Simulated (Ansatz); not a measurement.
**CH2BClSi (SMILES [SiH]#CBCl): functionals against CCSD(T) at one geometry**

A test off equilibrium: a structure displaced at random from a GFN2-xTB minimum is computed at several levels, and each is set against CCSD(T).

The runs use Ansatz 0.2.0, Gaussian basis; single points in def2-TZVPP.

Correlated methods freeze the cores.

### Step 1. The starting structure

SMILES `[SiH]#CBCl`, 6 atoms, charge 0, spin multiplicity 1.

Atoms are counted from 1 here; the program's logs count them from 0.

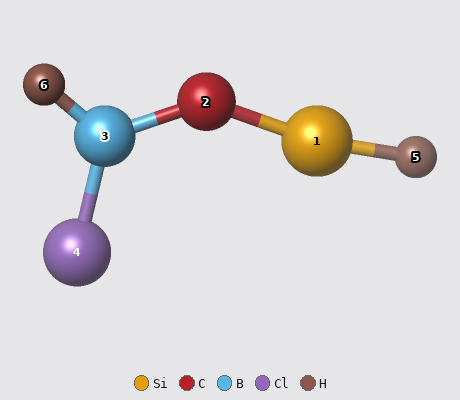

The starting geometry (silicon amber, carbon red, boron blue, chlorine purple, hydrogen brown); atoms are numbered from 1 in the order of the file.

As a file:

```xyz
6

Si   -0.9805    1.1269   -0.9271
C     0.1792    0.5990    0.1916
B     0.7884   -0.6868    0.7537
Cl    0.2930   -2.2405    0.1810
H    -1.9079    1.8121   -1.7899
H     1.5853   -0.6426    1.5847
```

### Step 2. CCSD(T)/def2-TZVPP

The input, run/in.yaml:

```yaml
crystal:
  periodic: [false, false, false]
  atoms:
    - {symbol: Si, position_ang: [-0.980500, 1.126900, -0.927100]}
    - {symbol: C, position_ang: [0.179200, 0.599000, 0.191600]}
    - {symbol: B, position_ang: [0.788400, -0.686800, 0.753700]}
    - {symbol: Cl, position_ang: [0.293000, -2.240500, 0.181000]}
    - {symbol: H, position_ang: [-1.907900, 1.812100, -1.789900]}
    - {symbol: H, position_ang: [1.585300, -0.642600, 1.584700]}
basis:
  gaussian: {orbitals: def2-TZVPP}
correlation: {method: ccsd_t}
output: {forces: true}
```

The command line of these runs was not kept.

### Step 3. PBE0-D4/def2-TZVPP

run/in.yaml, as its differences from that of step 2:

```diff
@@ -11,3 +11,3 @@
   gaussian: {orbitals: def2-TZVPP}
-correlation: {method: ccsd_t}
-output: {forces: true}
+hamiltonian: {xc: pbe0, dispersion: d4}
+output: {forces: true, orbitals: {seedname: orbitals}}
```

### Step 4. wB97M-V/def2-TZVPP

run/in.yaml, as its differences from that of step 3:

```diff
@@ -11,3 +11,3 @@
   gaussian: {orbitals: def2-TZVPP}
-hamiltonian: {xc: pbe0, dispersion: d4}
-output: {forces: true, orbitals: {seedname: orbitals}}
+hamiltonian: {xc: {name: wB97M-V}}
+output: {forces: true}
```

### Step 5. r2SCAN-D4/def2-TZVPP

run/in.yaml, as its differences from that of step 4:

```diff
@@ -11,3 +11,3 @@
   gaussian: {orbitals: def2-TZVPP}
-hamiltonian: {xc: {name: wB97M-V}}
+hamiltonian: {xc: r2scan, dispersion: d4}
 output: {forces: true}
```

### Step 6. PBE-D4/def2-TZVPP

run/in.yaml, as its differences from that of step 5:

```diff
@@ -11,3 +11,3 @@
   gaussian: {orbitals: def2-TZVPP}
-hamiltonian: {xc: r2scan, dispersion: d4}
+hamiltonian: {xc: pbe, dispersion: d4}
 output: {forces: true}
```

### Step 7. BLYP-D4/def2-TZVPP

run/in.yaml, as its differences from that of step 6:

```diff
@@ -11,3 +11,3 @@
   gaussian: {orbitals: def2-TZVPP}
-hamiltonian: {xc: pbe, dispersion: d4}
+hamiltonian: {xc: {name: BLYP}, dispersion: d4}
 output: {forces: true}
```

### Step 8. LC-wPBE/def2-TZVPP

run/in.yaml, as its differences from that of step 7:

```diff
@@ -11,3 +11,3 @@
   gaussian: {orbitals: def2-TZVPP}
-hamiltonian: {xc: {name: BLYP}, dispersion: d4}
+hamiltonian: {xc: {name: LC-wPBE}}
 output: {forces: true}
```

(Steps that only read results are left out.)

What does the calculation give? Wanted: energy less free atoms, CCSD(T)/def2-TZVPP; RMS force component; RMS force error; HOMO and LUMO, PBE0-D4; T1 diagnostic.

As calculated:

```
                                  quantity                                                                                           value
energy less free atoms, CCSD(T)/def2-TZVPP                                                                                      -19.748 eV
                       RMS force component                                                            0.906 to 1.461 eV/Å over the methods
                           RMS force error  PBE0-D4 0.312, wB97M-V 0.422, r2SCAN-D4 0.219, PBE-D4 0.182, BLYP-D4 0.169, LC-wPBE 0.643 eV/Å
                    HOMO and LUMO, PBE0-D4                                                                              -6.88 and -2.65 eV
                             T1 diagnostic                                                                                           0.022
```

In words: Against CCSD(T) the functionals' energies less atoms differ by -1.401 to +0.039 eV, PBE-D4 by -1.401 eV. A larger basis would deepen the CCSD(T) value, while the functionals are nearly converged already, so the order here is not reliable. On forces the order runs from BLYP-D4 to LC-wPBE. Frozen-core CCSD(T) forces in triple zeta carry basis errors of their own, and this is one geometry, so small gaps rank nothing. The restricted Hartree–Fock reference is unstable towards an unrestricted one at one or more of these structures.
